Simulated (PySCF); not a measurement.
Dissociation curve of CH3Cl, SMILES CCl. The C1–H5 bond (C1 also carries Cl, H, H; H5 carries nothing else) is stretched with both fragments frozen at the PBE0/def2-TZVP optimised geometry.

Levels of theory: UHF/cc-pVDZ (PySCF); RKS-TPSSh = restricted TPSSh/cc-pVDZ run with PySCF; UKS-BHandHLYP = unrestricted BHandHLYP/cc-pVDZ in PySCF.

Magnitude of the dipole moment (D; its direction can reverse along the curve, and a method can change to another solution) and Mulliken charge of the fragment that holds C1:

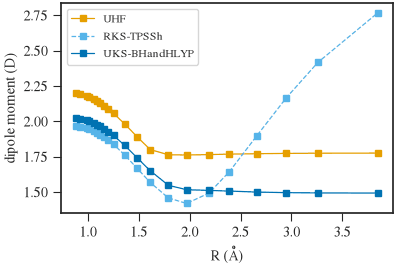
*Dipole moment against bond length.*

| R / Å | μ UHF | q UHF | μ RKS-TPSSh | q RKS-TPSSh | μ UKS-BHandHLYP | q UKS-BHandHLYP |
|---|---|---|---|---|---|---|
| 0.88 | 2.20 | -0.01 | 1.96 | 0.00 | 2.02 | 0.00 |
| 0.92 | 2.19 | -0.03 | 1.96 | -0.03 | 2.02 | -0.02 |
| 0.99 | 2.18 | -0.06 | 1.95 | -0.06 | 2.01 | -0.05 |
| 1.01 | 2.17 | -0.06 | 1.94 | -0.06 | 2.00 | -0.06 |
| 1.06 | 2.15 | -0.08 | 1.93 | -0.08 | 1.99 | -0.07 |
| 1.09 | 2.14 | -0.08 | 1.92 | -0.08 | 1.98 | -0.08 |
| 1.12 | 2.13 | -0.09 | 1.91 | -0.09 | 1.97 | -0.09 |
| 1.16 | 2.11 | -0.09 | 1.89 | -0.09 | 1.95 | -0.09 |
| 1.20 | 2.09 | -0.10 | 1.87 | -0.10 | 1.93 | -0.09 |
| 1.25 | 2.06 | -0.10 | 1.84 | -0.10 | 1.90 | -0.10 |
| 1.36 | 1.98 | -0.10 | 1.76 | -0.09 | 1.83 | -0.09 |
| 1.48 | 1.89 | -0.08 | 1.67 | -0.08 | 1.74 | -0.08 |
| 1.61 | 1.80 | -0.06 | 1.57 | -0.06 | 1.65 | -0.06 |
| 1.79 | 1.76 | -0.03 | 1.46 | -0.03 | 1.55 | -0.03 |
| 1.97 | 1.76 | -0.01 | 1.42 | 0.01 | 1.52 | -0.01 |
| 2.19 | 1.76 | 0.00 | 1.49 | 0.04 | 1.51 | 0.00 |
| 2.39 | 1.77 | 0.00 | 1.64 | 0.07 | 1.51 | 0.01 |
| 2.66 | 1.77 | 0.00 | 1.90 | 0.09 | 1.50 | 0.01 |
| 2.95 | 1.77 | 0.00 | 2.17 | 0.10 | 1.50 | 0.00 |
| 3.26 | 1.77 | 0.00 | 2.42 | 0.11 | 1.49 | 0.00 |
| 3.85 | 1.78 | 0.00 | 2.77 | 0.11 | 1.49 | 0.00 |

The unrestricted determinant behind UHF is spin-contaminated at 1.79 to 3.85 Å (<S²> up to 1.0, against 0.00 for a pure singlet). At the longest distance RKS-TPSSh leaves fractional charges on the fragments, a sign of delocalisation error or of the restricted form. The restricted form behind RKS-TPSSh keeps the bonding electrons paired and can't separate into open-shell fragments. The unrestricted determinant behind UKS-BHandHLYP is spin-contaminated at 1.97 to 3.85 Å (<S²> up to 1.0, against 0.00 for a pure singlet).
